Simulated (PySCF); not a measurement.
# BrFGeH₂: electronic excitations at several levels of theory, part 2 of 2

PySCF 2.14.0. Atoms count from 0.

### 10 Ultraviolet spectrum: PBE0/def2-SVP

What the job is given:

```
{"job": {"kind": "uv", "xc": "PBE0", "basis": "def2-SVP"}, "charge": 0, "multiplicity": 1}
F     -0.627408     1.381124    -0.274343
Ge     0.148454    -0.163701    -0.127454
Br     2.409425     0.201283    -0.117119
H     -0.268232    -0.747232     1.224575
H     -0.219517    -0.970061    -1.375115
```

Level: TDDFT PBE0/def2-SVP, vertical, gas phase, core orbitals frozen in the response.

Log:

```text
coarse grid: 24992 points
cycle   1  E = -4750.8773777405  dE = -1.535e+00  |g| = 7.116e-01  |ddm| = 2.198e+00
cycle   2  E = -4750.7043350067  dE =  1.730e-01  |g| = 1.252e+00  |ddm| = 1.576e+00
cycle   3  E = -4750.9628283957  dE = -2.585e-01  |g| = 1.066e-01  |ddm| = 1.028e+00
cycle   4  E = -4750.9645958463  dE = -1.767e-03  |g| = 3.932e-02  |ddm| = 1.279e-01
cycle   5  E = -4750.9648237737  dE = -2.279e-04  |g| = 6.017e-03  |ddm| = 3.159e-02
cycle   6  E = -4750.9648270892  dE = -3.316e-06  |g| = 1.132e-03  |ddm| = 4.089e-03
final grid: 48464 points
cycle   7  E = -4750.9647778125  dE =  1.061e-07  |g| = 1.457e-03  |ddm| = 3.251e-03
cycle   8  E = -4750.9647775093  dE =  3.032e-07  |g| = 1.966e-03  |ddm| = 3.707e-03
cycle   9  E = -4750.9647782687  dE = -7.594e-07  |g| = 1.793e-04  |ddm| = 1.972e-03
cycle  10  E = -4750.9647782747  dE = -6.000e-09  |g| = 2.723e-05  |ddm| = 1.699e-04
cycle  11  E = -4750.9647782748  dE = -1.082e-10  |g| = 4.471e-06  |ddm| = 1.817e-05
converged SCF energy = -4750.9647782748

Static polarisability (au): isotropic 39.998, principal 31.903 35.354 52.737

Singlet excitations
state   eV       nm        f      main configurations
  1   6.6241    187.2   0.01605   H->L 0.98
  2   6.8015    182.3   0.01015   H-1->L 0.99
  3   7.1852    172.6   0.00087   H->L+1 0.99
  4   7.5839    163.5   0.00552   H-1->L+1 0.89, H-2->L 0.10
  5   8.3738    148.1   0.00040   H-3->L 0.54, H->L+2 0.42
  6   8.5457    145.1   0.01873   H-3->L+1 0.41, H->L+2 0.39, H-3->L 0.16
  7   8.5570    144.9   0.01447   H-2->L+1 0.88
  8   8.6843    142.8   0.00525   H-1->L+2 0.94
  9   8.6887    142.7   0.00977   H-3->L+1 0.54, H-3->L 0.26, H->L+2 0.17
 10   8.9152    139.1   0.22151   H-2->L 0.57, H->L+3 0.27

Triplet excitations (Tamm-Dancoff, eV): 6.0150 6.2224 7.0125 7.0927
```

Wall time 10 s (1 thread of Arm Neoverse N1, shared host).

This run: HOMO -8.55 eV, LUMO -0.41 eV; lowest singlet 6.62 eV.

### 11 TDDFT and polarisability: PBE0/def2-TZVP

What the job is given:

```
{"job": {"kind": "uv", "xc": "PBE0", "basis": "def2-TZVP"}, "charge": 0, "multiplicity": 1}
F     -0.627408     1.381124    -0.274343
Ge     0.148454    -0.163701    -0.127454
Br     2.409425     0.201283    -0.117119
H     -0.268232    -0.747232     1.224575
H     -0.219517    -0.970061    -1.375115
```

Method: TDDFT PBE0/def2-TZVP, vertical, gas phase, core orbitals frozen in the response.

Log:

```text
coarse grid: 24992 points
cycle   1  E = -4751.5665096913  dE = -1.495e+00  |g| = 9.260e-01  |ddm| = 1.877e+00
cycle   2  E = -4751.3709596349  dE =  1.956e-01  |g| = 1.497e+00  |ddm| = 1.113e+00
cycle   3  E = -4751.6633959763  dE = -2.924e-01  |g| = 1.988e-01  |ddm| = 7.395e-01
cycle   4  E = -4751.6682760981  dE = -4.880e-03  |g| = 4.433e-02  |ddm| = 1.075e-01
cycle   5  E = -4751.6684730939  dE = -1.970e-04  |g| = 1.196e-02  |ddm| = 2.286e-02
cycle   6  E = -4751.6684863994  dE = -1.331e-05  |g| = 2.424e-03  |ddm| = 7.759e-03
cycle   7  E = -4751.6684877787  dE = -1.379e-06  |g| = 5.749e-04  |ddm| = 2.776e-03
final grid: 48464 points
cycle   8  E = -4751.6684712681  dE = -8.915e-08  |g| = 7.875e-04  |ddm| = 1.386e-03
cycle   9  E = -4751.6684711755  dE =  9.266e-08  |g| = 1.099e-03  |ddm| = 1.468e-03
cycle  10  E = -4751.6684714080  dE = -2.326e-07  |g| = 1.144e-04  |ddm| = 7.593e-04
cycle  11  E = -4751.6684714099  dE = -1.852e-09  |g| = 2.148e-05  |ddm| = 7.468e-05
cycle  12  E = -4751.6684714099  dE = -6.730e-11  |g| = 5.773e-06  |ddm| = 1.171e-05
converged SCF energy = -4751.6684714099

Static polarisability (au): isotropic 47.421, principal 39.553 42.169 60.539

Singlet excitations
state   eV       nm        f      main configurations
  1   6.4715    191.6   0.02127   H->L 0.98
  2   6.6655    186.0   0.01225   H-1->L 0.99
  3   7.0667    175.4   0.00106   H->L+1 0.99
  4   7.4605    166.2   0.00514   H-1->L+1 0.89, H-2->L 0.10
  5   8.1273    152.6   0.00062   H->L+2 0.88, H-3->L 0.11
  6   8.3841    147.9   0.00716   H-1->L+2 0.98
  7   8.3869    147.8   0.02147   H-3->L 0.70, H-3->L+1 0.17, H->L+2 0.09
  8   8.4447    146.8   0.02631   H-2->L+1 0.84, H-2->L 0.09
  9   8.5924    144.3   0.00459   H-3->L+1 0.81, H-3->L 0.15
 10   8.6735    142.9   0.24075   H-2->L 0.55, H->L+3 0.24, H-2->L+1 0.13

Triplet excitations (Tamm-Dancoff, eV): 5.9041 6.1202 6.8815 6.9703
```

Run time: 20 s. Hardware: 1 thread of Arm Neoverse N1, shared host; peak memory 0.62 GiB.

Key values: HOMO -8.67 eV, LUMO -0.70 eV; lowest singlet 6.47 eV.

### 12 Comparing the runs: electronic excitations

Excitations and ground-state properties, with basis size and wall time:

```csv
run,lowest singlet (eV),brightest (eV),f,gap (eV),α (Å³),μ (D),functions,time
PBE/def2-SVPD,5.82,7.63,0.132,5.58,8.03,2.10,118,59 s
B3LYP/def2-SVPD,6.11,8.31,0.138,7.20,7.78,2.23,118,52 s
PBE0/def2-SVPD,6.33,8.52,0.184,7.78,7.67,2.24,118,39 s
BHandHLYP/def2-SVPD,6.66,8.97,0.334,9.75,7.43,2.37,118,39 s
CAM-B3LYP/def2-SVPD,6.39,8.68,0.311,9.99,7.65,2.31,118,57 s
wB97X-D/def2-SVPD,6.52,8.81,0.285,11.35,7.62,2.29,118,41 s
LC-wPBE/def2-SVPD,6.77,9.12,0.419,12.56,7.48,2.32,118,58 s
PBE0/6-31G*,6.51,8.83,0.308,8.00,5.84,2.27,82,9.8 s
PBE0/def2-SVP,6.62,8.92,0.222,8.14,5.93,2.17,88,10 s
PBE0/def2-TZVP,6.47,8.67,0.241,7.97,7.03,2.15,139,20 s
```

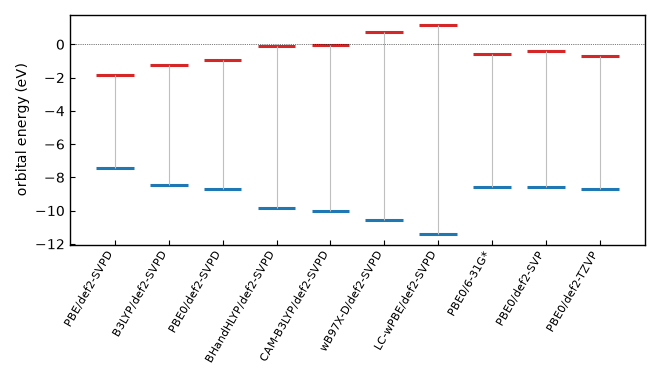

HOMO (blue) and LUMO (red) run by run.

### 13 Results

What follows sums up all 2 parts.

```
                                quantity                                             value
          lowest singlet (PBE/def2-SVPD)                       5.82 eV (213 nm), f = 0.018
brightest single state of those computed                       state 8, 7.63 eV, f = 0.132
                          lowest triplet                                           5.34 eV
       vertical ionisation energy (ΔSCF)                                          10.76 eV
       vertical electron affinity (ΔSCF)  -0.55 eV (unbound: the value hangs on the basis)
             range of the lowest singlet                                   5.82 to 6.77 eV
```

What this shows: Single values in the summary come from the first run of each kind that ended normally (PBE/def2-SVPD), which need not be the best level. The lowest singlet, at 5.82 eV, is HOMO→LUMO 0.98 and is weak; of the 10 states computed, the strongest absorption comes from state 8 at 7.63 eV. The lowest triplet lies 0.48 eV below the lowest singlet (triplets in Tamm-Dancoff, singlets in full TDDFT). The orbital energy would give 7.42 eV for ionisation, ΔSCF gives 10.76 eV. The lowest singlet runs from 5.82 eV (PBE/def2-SVPD) to 6.77 eV (LC-wPBE/def2-SVPD), while the orbital gap spans 5.58 to 12.56 eV. The lowest state need not be the same one in every run.
